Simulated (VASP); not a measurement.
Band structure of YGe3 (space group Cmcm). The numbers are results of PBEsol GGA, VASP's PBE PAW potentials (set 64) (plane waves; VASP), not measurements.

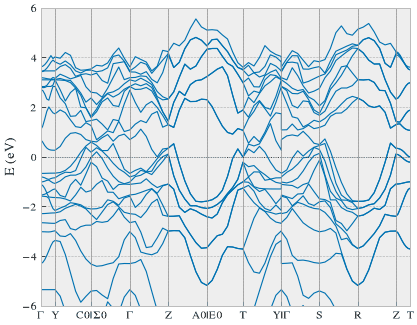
Fig. 1. Bands along high-symmetry lines, zero at the valence-band maximum or, without a gap, the Fermi level

Read the plot: is there a gap, and where are the band edges?

It has no gap at this level: it comes out as a metal or semimetal. (Edges off the drawn lines would not show.)

The structure comes from a computed database's YGe3 entry (Cmcm); how it stands against other phases isn't given here. It was relaxed first.
